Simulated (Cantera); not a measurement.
A closed system holds: 1 mol Pb, 0.059 mol H2, at 195 Torr.

These are equilibrium values from Cantera (NASA tables, ideal gas, pure condensed phases), not measurements of a reactor. Candidate condensed phases: Pb; 4 gas species. The numbers say what is thermodynamically allowed, not how fast it happens.

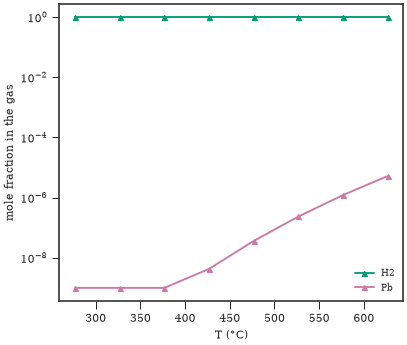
Fig. 1. Equilibrium gas composition (values under 1e-9 drawn at 1e-9)

From 277 °C to 327 °C the condensed part is Pb(s). From 377 °C to 627 °C the condensed part is Pb(l).
